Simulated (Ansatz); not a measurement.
# AlCl2HO: two geometries relaxed

Aim: relax the geometries before and after the shift of H5 from O1 to Al2, and see whether they are two minima and how far apart in energy. SMILES of the start: [OH][Al]([Cl])[Cl].

Program: Ansatz 0.2.0. Level of theory: RKS PBE-D4/def2-SVP. These are calculated values, not measurements.

### Step 1. The system as given

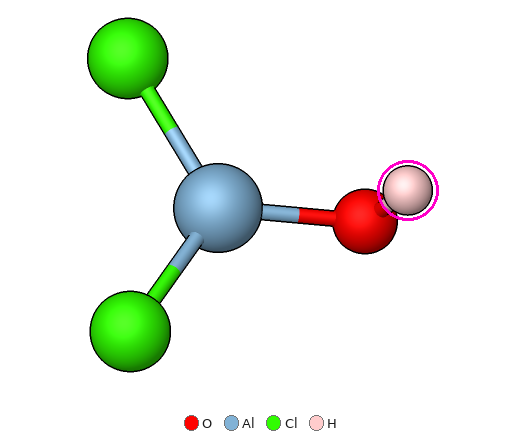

Start, viewed from a chosen angle; oxygen red, aluminium light blue, chlorine green, hydrogen pink. Ringed: H5.

Structure file:

```xyz
5

O    -0.1954    1.3960    0.3520
Al   -0.1352   -0.3738    0.0748
Cl    1.1911   -1.5867    1.3140
Cl   -1.2639   -1.3227   -1.5106
H     0.4533    1.8135   -0.2716
```

### Step 2. End point A

input.yaml reads:

```yaml
crystal:
  periodic: [false, false, false]
  atoms:
    - { symbol: O, position_ang: [-0.1954, 1.396, 0.352] }
    - { symbol: Al, position_ang: [-0.1352, -0.3738, 0.0748] }
    - { symbol: Cl, position_ang: [1.1911, -1.5867, 1.314] }
    - { symbol: Cl, position_ang: [-1.2639, -1.3227, -1.5106] }
    - { symbol: H, position_ang: [0.4533, 1.8135, -0.2716] }
basis:
  gaussian: { orbitals: def2-SVP }
hamiltonian:
  xc: pbe
  dispersion: d4
relax:
  f_tol: 0.02
  max_steps: 50
```

Command:

```bash
$ ansatz run input.yaml --threads 1 --pin off --max-ram 2048MiB --backend cpu --events-out ev --progress --plain --runs-dir out
```

The log of the run, shortened:

```text
Warning: RAYON_NUM_THREADS=1 ignored (pool sized by the plan → 1); use --threads N
[...]
Functional definition: PBE
[...]
784 factors; their error is unknown
[...]
mean field -33682.70735551 eV, -1237.8166643561 hartree, gradient 4.6e-5 eV, S^2 0.000000; 0 other end points of the search recorded, 0 dependent functions left out
[...]
reference -33682.70738969 eV, -1237.8166656122 hartree; 28, 28 occupied and 45, 45 virtual orbitals, 784 factors
relax step   1: F+E_penalty+E_count = -33682.82661974 eV  Δ(F+E_penalty+E_count) = +0.000e0 eV  max|allowed force component| = 1.419e0 eV/Å  Δτ_max = 0.0000 Å  (25 SCF iters, accepted)
[...]
relax step   3: F+E_penalty+E_count = -33683.02088289 eV  Δ(F+E_penalty+E_count) = -4.433e-2 eV  max|allowed force component| = 5.248e-1 eV/Å  Δτ_max = 0.0689 Å  (27 SCF iters, accepted)
[...]
relax step   5: F+E_penalty+E_count = -33682.79149563 eV  Δ(F+E_penalty+E_count) = +3.015e-1 eV  max|allowed force component| = 3.497e0 eV/Å  Δτ_max = 0.1950 Å  (30 SCF iters, rejected (line search))
[...]
relax step   7: F+E_penalty+E_count = -33683.15584779 eV  Δ(F+E_penalty+E_count) = -2.317e-2 eV  max|allowed force component| = 2.751e-1 eV/Å  Δτ_max = 0.1000 Å  (26 SCF iters, accepted)
[...]
relax step   9: F+E_penalty+E_count = -33683.16892474 eV  Δ(F+E_penalty+E_count) = -1.308e-2 eV  max|allowed force component| = 1.097e-1 eV/Å  Δτ_max = 0.0732 Å  (26 SCF iters, accepted)
[...]
relax step  10: F+E_penalty+E_count = -33683.17071843 eV  Δ(F+E_penalty+E_count) = -1.794e-3 eV  max|allowed force component| = 5.032e-2 eV/Å  Δτ_max = 0.0382 Å  (23 SCF iters, accepted)
[...]
relax step  11: F+E_penalty+E_count = -33683.17099345 eV  Δ(F+E_penalty+E_count) = -2.750e-4 eV  max|allowed force component| = 1.427e-3 eV/Å  Δτ_max = 0.0104 Å  (24 SCF iters, accepted)
784 factors; their error is unknown
[...]
mean field -33683.04671170 eV, -1237.8291354658 hartree, gradient 8.8e-5 eV, S^2 0.000000; 1 other end points of the search recorded, 0 dependent functions left out
[...]
reference -33683.04674511 eV, -1237.8291366938 hartree; 28, 28 occupied and 45, 45 virtual orbitals, 784 factors
Total energy: -33683.17102687 eV, -1237.8337039641 hartree
Atom 0 at     0.305349     1.267417     0.259161 Å, force    -0.000251    -0.000088    -0.001208 eV/Å
Atom 1 at     0.038620    -0.403704     0.064378 Å, force     0.000003     0.001427    -0.001158 eV/Å
Atom 2 at     0.990582    -1.692123     1.410336 Å, force    -0.000385    -0.000874     0.000239 eV/Å
Atom 3 at    -1.189707    -1.179675    -1.454336 Å, force     0.000513    -0.000685     0.000926 eV/Å
Atom 4 at    -0.094943     1.934385    -0.320939 Å, force     0.000119     0.000221     0.001201 eV/Å
Dipole moment:    -0.124740     0.312684    -0.189940 e Å
```

Wall time 19 s (1 thread of Arm Neoverse V2, shared host); peak memory 0.14 GiB.

Step by step:

```
step  energy from step 1 (eV)  largest force component (eV/Å)
   1                   0.0000                          1.4186
   2                  -0.1499                          0.9176
   3                  -0.1943                          0.5248
   4                  -0.2664                          0.6217
  5x                   0.0351                          3.4974
   6                  -0.3061                          0.1687
   7                  -0.3292                          0.2751
  8x                  -0.2891                          1.3714
   9                  -0.3423                          0.1097
  10                  -0.3441                          0.0503
  11                  -0.3444                          0.0014
```

Step 1 is the start. 2 steps were tried and not accepted (marked x).

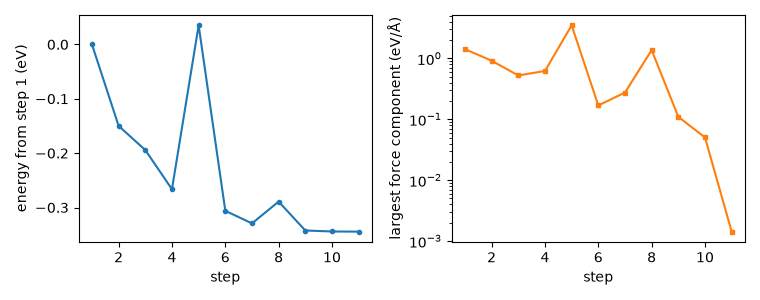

How energy and force went from step to step.

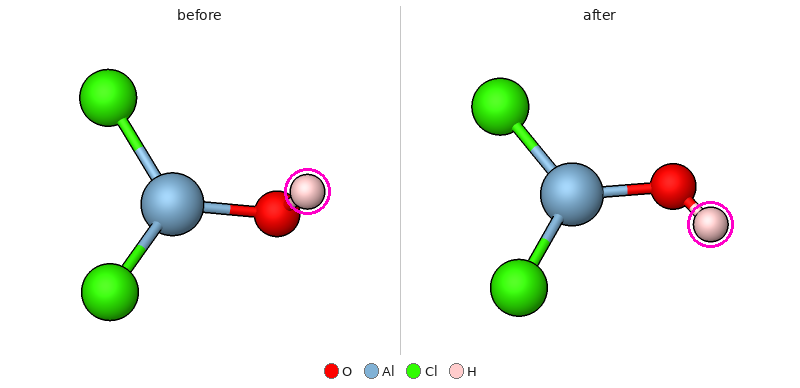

Before and after, at one scale.

After: Bond lengths: O1–Al2 1.703 Å, Al2–Cl3 2.092 Å, Al2–Cl4 2.102 Å, O1–H5 0.970 Å. Angles: O1–Al2–Cl3 117.3°, O1–Al2–Cl4 122.4°, Cl3–Al2–Cl4 120.2°, Al2–O1–H5 122.8°.

### Step 3. Relaxing end B

The second end starts from a geometry with the move made by hand.

Edit input.yaml of step 2 so:

```diff
@@ -7,3 +7,3 @@
     - { symbol: Cl, position_ang: [-1.2639, -1.3227, -1.5106] }
-    - { symbol: H, position_ang: [0.4533, 1.8135, -0.2716] }
+    - { symbol: H, position_ang: [-1.38723, 0.50838, 0.23537] }
 basis:
@@ -16 +16,3 @@
   max_steps: 50
+output:
+  orbitals: {}
```

Command:

```bash
$ ansatz run input.yaml --threads 1 --pin off --max-ram 2048MiB --backend cpu --events-out ev --progress --plain --runs-dir out
```

The log of the run, shortened:

```text
Warning: RAYON_NUM_THREADS=1 ignored (pool sized by the plan → 1); use --threads N
[...]
[... 1 set-up line as earlier in the session ...]
[...]
784 factors; their error is unknown
[...]
mean field -33679.47926780 eV, -1237.6980343208 hartree, gradient 7.1e-5 eV, S^2 0.000000; 0 other end points of the search recorded, 0 dependent functions left out
[...]
reference -33679.47930185 eV, -1237.6980355721 hartree; 28, 28 occupied and 45, 45 virtual orbitals, 784 factors
relax step   1: F+E_penalty+E_count = -33679.59982952 eV  Δ(F+E_penalty+E_count) = +0.000e0 eV  max|allowed force component| = 4.507e0 eV/Å  Δτ_max = 0.0000 Å  (27 SCF iters, accepted)
[...]
relax step   3: F+E_penalty+E_count = -33681.59990852 eV  Δ(F+E_penalty+E_count) = +4.332e-2 eV  max|allowed force component| = 1.298e1 eV/Å  Δτ_max = 0.1955 Å  (30 SCF iters, rejected (line search))
[...]
relax step  11: F+E_penalty+E_count = -33683.17098272 eV  Δ(F+E_penalty+E_count) = -2.667e-4 eV  max|allowed force component| = 1.392e-2 eV/Å  Δτ_max = 0.0112 Å  (24 SCF iters, accepted)
784 factors; their error is unknown
[...]
mean field -33683.04669591 eV, -1237.8291348856 hartree, gradient 8.4e-5 eV, S^2 0.000000; 1 other end points of the search recorded, 0 dependent functions left out
[...]
reference -33683.04672922 eV, -1237.8291361098 hartree; 28, 28 occupied and 45, 45 virtual orbitals, 784 factors
Total energy: -33683.17101604 eV, -1237.8337035660 hartree
Atom 0 at    -0.590693     0.953370     0.582210 Å, force     0.001080     0.006059     0.000069 eV/Å
Atom 1 at    -0.164850    -0.621632     0.093433 Å, force     0.000534    -0.013923     0.003209 eV/Å
Atom 2 at     1.348266    -1.587334     1.168857 Å, force    -0.000622     0.002705    -0.002235 eV/Å
Atom 3 at    -1.102392    -1.593910    -1.516819 Å, force     0.001450     0.000140    -0.001887 eV/Å
Atom 4 at    -1.280960     1.470687     0.137889 Å, force    -0.002442     0.005019     0.000845 eV/Å
Dipole moment:    -0.257468     0.257569    -0.129481 e Å
```

It took 20 s on 1 thread of Arm Neoverse V2, shared host; peak memory 0.14 GiB.

The steps of the relaxation:

```
step  energy from step 1 (eV)  largest force component (eV/Å)
   1                   0.0000                          4.5068
   2                  -2.0434                          4.0176
  3x                  -2.0001                         12.9812
   4                  -2.7142                          2.6755
   5                  -3.0532                          1.3156
   6                  -3.2569                          0.9164
   7                  -3.4579                          0.4703
   8                  -3.5191                          1.0081
   9                  -3.5625                          0.3720
  10                  -3.5709                          0.0493
  11                  -3.5712                          0.0139
```

Step 1 is the start. 1 step was tried and not accepted (marked x).

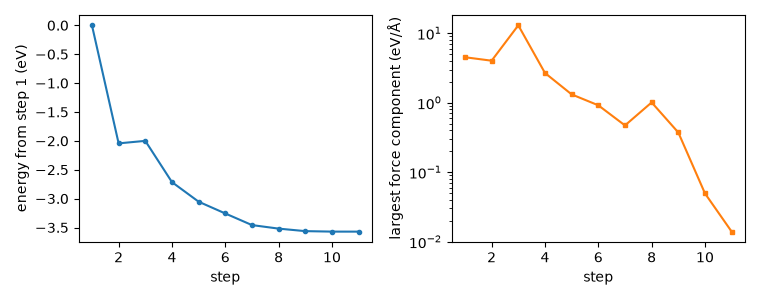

How energy and force went from step to step.

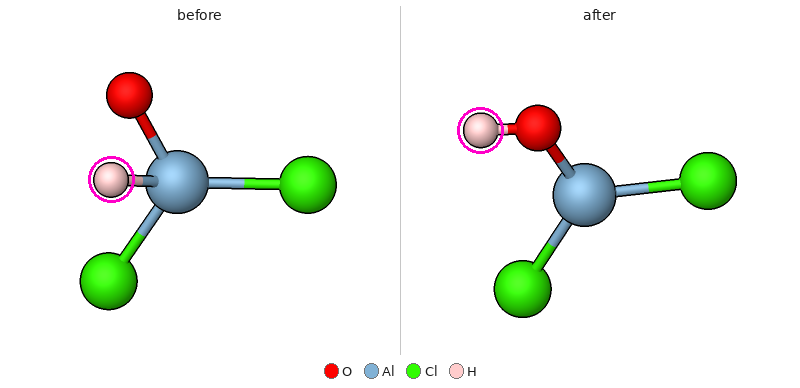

The structure before (left) and after (right), drawn at the same scale.

After: Bond lengths: O1–Al2 1.703 Å, Al2–Cl3 2.093 Å, Al2–Cl4 2.102 Å, O1–H5 0.970 Å. Angles: O1–Al2–Cl3 117.4°, O1–Al2–Cl4 122.4°, Cl3–Al2–Cl4 120.2°, Al2–O1–H5 122.6°.

Pairs that crossed the distance rule for bonds on the way: came closer O1–H5; moved apart Al2–H5.

### Step 4. Results

```
                           quantity                    value
                              end A  8 moves, 0.344 eV lower
                              end B  9 moves, 3.571 eV lower
largest difference between the ends                   0.00 Å
            end B relative to end A                +0.000 eV
```

Both starts fell into the same minimum (no atom differs by more than 0.00 Å), so from this start no second minimum was found and no band was run; another arrangement could still be one.
